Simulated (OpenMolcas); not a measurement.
# Au³⁺ complex: multiconfigurational calculation (part 2 of 2)

The same run, continued: Au³⁺ with 8 ligands (F; cube, 2.316 Å), embedded in CaF2 by model potentials and point charges, whose field is part of the energies. Method: state-averaged CASSCF, active space 8 electrons in the shell 5d, basis ANO-RCC-VTZP on the metal and ANO-RCC-VDZP on the ligands, DKH2 scalar Hamiltonian, spin-orbit coupling by RASSI with atomic mean-field integrals (OpenMolcas).

The program's output (extracts), continued:
```
--- RASSI ---
SPIN-FREE ENERGIES:
  (Shifted by EMIN (a.u.) =     -19791.6262208821)

 SF State       Relative EMIN(au)   Rel lowest level(eV)    D:o, cm**(-1)

     1             0.0000000000        0.0000000000              0.0000
     2             0.0000000000        0.0000000000              0.0000
     3             0.0000000000        0.0000000000              0.0000
     4             0.0428420151        1.1657906217           9402.7355
     5             0.0428420151        1.1657906217           9402.7355
     6             0.0428420151        1.1657906217           9402.7355
    11             0.0479829071        1.3056814170          10531.0308
    12             0.0479829071        1.3056814170          10531.0308
    13             0.0539121518        1.4670243863          11832.3496
    14             0.0539121518        1.4670243863          11832.3496
    15             0.0539121518        1.4670243863          11832.3496
     8             0.0904500114        2.4612701967          19851.4829
     9             0.0904500114        2.4612701967          19851.4829
     7             0.0904500114        2.4612701967          19851.4829
    10             0.0909943675        2.4760828802          19970.9553
    16             0.1019681494        2.7746946987          22379.4220
    17             0.1019681494        2.7746946987          22379.4220
    18             0.1019681494        2.7746946987          22379.4220
    19             0.1025558021        2.7906855440          22508.3969
    20             0.1125743656        3.0633045428          24707.2174
    21             0.1125743656        3.0633045428          24707.2174
    22             0.1125743656        3.0633045428          24707.2174
    23             0.1550763621        4.2198427855          34035.3274
    24             0.1550763621        4.2198427855          34035.3274
    25             0.2362763314        6.4294065155          51856.6607
     Dipole printing threshold changed to   1.00000000E+00
Eigenvalues of complex Hamiltonian:
   -----------------------------------
  (Shifted by EMIN (a.u.) =     -19791.6262208821)

 SO State       Relative EMIN(au)   Rel lowest level(eV)    D:o, cm**(-1)

     1            -0.0364208703        0.0000000000              0.0000
     2            -0.0272976635        0.2482551042           2002.3125
     3            -0.0272976635        0.2482551049           2002.3125
     4            -0.0272976634        0.2482551054           2002.3125
     5            -0.0186637665        0.4831954112           3897.2338
     6            -0.0186637664        0.4831954121           3897.2338
     7            -0.0032082115        0.9037624881           7289.3361
     8            -0.0032082113        0.9037624915           7289.3361
     9            -0.0032082114        0.9037624900           7289.3361
    10             0.0122704531        1.3249584070          10686.5102
    11             0.0122704530        1.3249584048          10686.5102
    12             0.0122704529        1.3249584035          10686.5102
    13             0.0282582486        1.7600084866          14195.4258
    14             0.0282582486        1.7600084868          14195.4258
    15             0.0443107764        2.1968200196          17718.5484
    16             0.0443107764        2.1968200193          17718.5484
    17             0.0443107764        2.1968200200          17718.5484
    18             0.0541531958        2.4646458959          19878.7098
    19             0.0592972066        2.6046215601          21007.6896
    20             0.0592972066        2.6046215603          21007.6896
    21             0.0615327520        2.6654538510          21498.3351
    22             0.0615327521        2.6654538537          21498.3352
    23             0.0615327521        2.6654538522          21498.3352
    24             0.0785034086        3.1272489422          25222.9637
    25             0.0892235419        3.4189586287          27575.7610
    26             0.0892235418        3.4189586271          27575.7610
    27             0.0892235419        3.4189586288          27575.7610
    28             0.0959234279        3.6012718154          29046.2161
    29             0.0959234278        3.6012718138          29046.2160
    30             0.0959234279        3.6012718149          29046.2161
    31             0.0963353035        3.6124795219          29136.6123
    32             0.0963353035        3.6124795228          29136.6123
    33             0.1007614966        3.7329223718          30108.0494
    34             0.1007614966        3.7329223715          30108.0494
    35             0.1007614966        3.7329223712          30108.0494
    36             0.1167806020        4.1688244365          33623.8367
    37             0.1167806020        4.1688244364          33623.8367
    38             0.1167806020        4.1688244361          33623.8367
    39             0.1211570288        4.2879130759          34584.3513
    40             0.1357359126        4.6846247134          37784.0465
    41             0.1357359125        4.6846247124          37784.0464
Weights of the five most important spin-orbit-free states for each spin-orbit state.

 SO State  Total energy (au)           Spin-free states, spin, and weights
 -------------------------------------------------------------------------------------------------------
    1        -0.036421       3 1.0  0.3227    2 1.0  0.3227    1 1.0  0.3227   19 0.0  0.0274    9 1.0  0.0015
    2        -0.027298       3 1.0  0.4227    2 1.0  0.4098    4 1.0  0.0671    5 1.0  0.0498   21 0.0  0.0216
    3        -0.027298       3 1.0  0.4239    1 1.0  0.4105    6 1.0  0.0479    5 1.0  0.0399    4 1.0  0.0341
    4        -0.027298       2 1.0  0.4247    1 1.0  0.4219    6 1.0  0.0690    5 1.0  0.0322    4 1.0  0.0206
    5        -0.018664       1 1.0  0.2796    3 1.0  0.1836    5 1.0  0.1617    2 1.0  0.1447    4 1.0  0.0836
    6        -0.018664       2 1.0  0.2606    3 1.0  0.2216    6 1.0  0.1433    1 1.0  0.1257    4 1.0  0.1204
    7        -0.003208       1 1.0  0.3881    2 1.0  0.1961    3 1.0  0.1343    6 1.0  0.0839    5 1.0  0.0811
    8        -0.003208       3 1.0  0.4549    2 1.0  0.2117    4 1.0  0.0835    5 1.0  0.0834    1 1.0  0.0520
    9        -0.003208       2 1.0  0.3107    1 1.0  0.2784    3 1.0  0.1294    6 1.0  0.0829    4 1.0  0.0815
   10         0.012270      13 0.0  0.3805    6 1.0  0.1915    5 1.0  0.1787   14 0.0  0.0542    7 1.0  0.0531
   11         0.012270      15 0.0  0.3287    6 1.0  0.1860    4 1.0  0.1804   14 0.0  0.0836   10 1.0  0.0387
   12         0.012270      14 0.0  0.2997    4 1.0  0.1898    5 1.0  0.1877   15 0.0  0.1059    9 1.0  0.0509
```

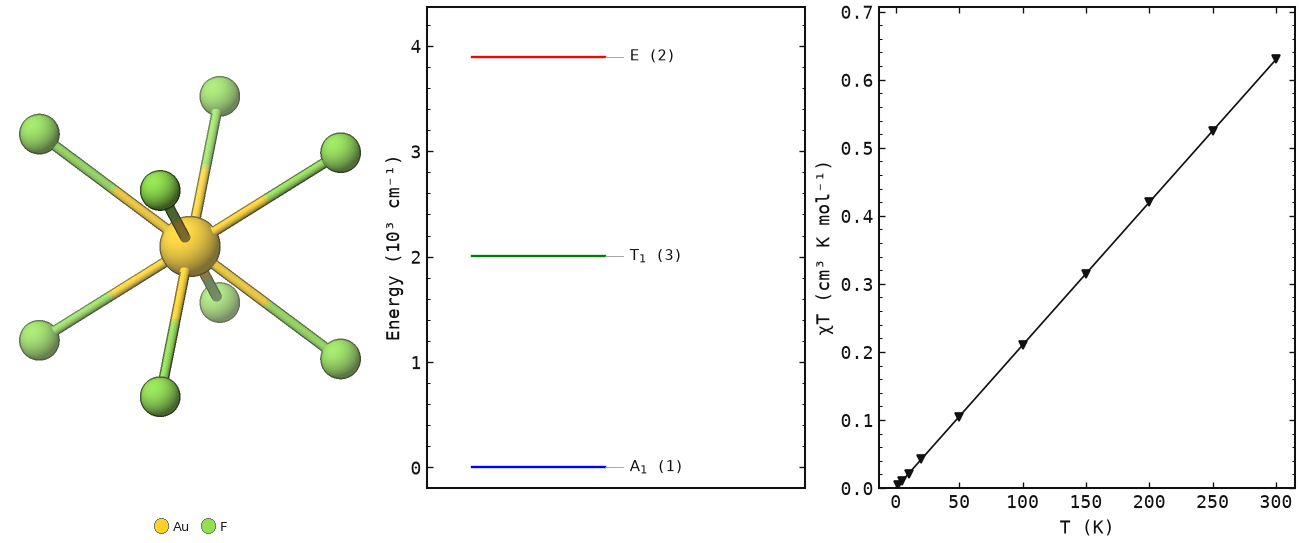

Figure 2. Au³⁺ (5d⁸) as a dopant in CaF₂, a cluster with its 8 nearest F⁻ at 2.316 Å (cube) embedded in model potentials and point charges; the geometry was set, not optimised, and its levels and susceptibility. Labels give the representation in O, Td, D4 or D3 as the site allows (double group for half-integer spin) where it could be assigned and, in brackets, the degeneracy; spin-free states, where drawn, share the zero of the spin-orbit levels. Powder susceptibility by Van Vleck's formula. The ground level is A₁, non-degenerate, 97 % from states of spin multiplicity 3. The next level lies at 2,000 cm⁻¹ (T₁). χT is close to 0 cm³ K mol⁻¹ at 2 K and 0.630 at 300 K, an effective moment of 2.24 μB. The active orbitals hold 83 to 96 % metal character (Löwdin), and the Mulliken charge of the metal is +1.77.

Input:
```
&GATEWAY
Basis set
Au.ANO-RCC-VTZP.
Au1 0.0 0.0 0.0 Angstrom
End of basis
Basis set
F.ANO-RCC-VDZP.
L1 1.337143 1.337143 1.337143 Angstrom
L2 1.337143 1.337143 -1.337143 Angstrom
L3 1.337143 -1.337143 1.337143 Angstrom
L4 1.337143 -1.337143 -1.337143 Angstrom
End of basis
Basis set
Ca.EMB-AIMP.Pascual.0s.0s.ECP.CaF2.
PseudoCharge
* 21 symmetry-unique lattice sites within 7.6 angstrom
End of basis
Basis set
F.EMB-AIMP.Pascual.0s.0s.ECP.CaF2.
PseudoCharge
* 40 symmetry-unique lattice sites within 7.6 angstrom
End of basis
Symmetry
XYZ
AngMom=0.0 0.0 0.0
AMFI
RICD
XField
1348 Angstrom 0
* Evjen-weighted lattice charges
&SEWARD
&RASSCF
FileOrb=start.orb
Symmetry=1
Spin=3
nActEl=8 0 0
Inactive=35 39
Ras2=5 0
CIRoot=10 10 1
SDav=10
CIMx=300
Iter=150 100
PrWF=0.3
OrbListing=Nothing
MaxOrb=0
LevShft=1.0
>>> COPY $Project.JobIph JOB001
&RASSCF
FileOrb=start.orb
Symmetry=1
Spin=1
nActEl=8 0 0
Inactive=35 39
Ras2=5 0
CIRoot=15 15 1
SDav=15
CIMx=300
Iter=150 100
PrWF=0.3
OrbListing=Nothing
MaxOrb=0
LevShft=1.0
>>> COPY $Project.JobIph JOB002
&RASSI
NrOfJobIphs=2 10 15
1 2 3 4 5 6 7 8 9 10
1 2 3 4 5 6 7 8 9 10 11 12 13 14 15
IphNames
JOB001
JOB002
EJob
SpinOrbit
DIPRint=1.0
SOCoupling=1000.0
Subsets=2
Property=9
'ANGMOM' 1 'ANGMOM' 2 'ANGMOM' 3 'MLTPL  1' 1 'MLTPL  1' 2 'MLTPL  1' 3
'AMFI' 1 'AMFI' 2 'AMFI' 3
SOProperty=3
'ANGMOM' 1 'ANGMOM' 2 'ANGMOM' 3
```

The file start.orb holds starting orbitals from an earlier step. A driver script formed the levels outside the program, from RASSI's spin-orbit matrix and the active-space energies, averaged over the components of each term or state.

Run as:
```bash
OMP_NUM_THREADS=1 MOLCAS_MEM=2457 MOLCAS_PROJECT=a pymolcas a.inp > a.log  # once for each step of the input, in one work folder
```

Results in brief:

```tsv
quantity	value
outcome	converged
energy of the lowest spin-free term	−19791.62622 hartree
energy of the lowest spin-orbit level	−19791.66264 hartree
largest spread among components of a term	0.0 cm⁻¹
hardware	1 thread of Arm Neoverse V2, 24 GiB of memory available, shared host
wall time	54 s
peak memory	0.59 GiB
```

Notes:

Without dynamic correlation the splittings between terms come out too large, often by 20 to 50 %. To bear in mind: the geometry is set by hand, with no relaxation.
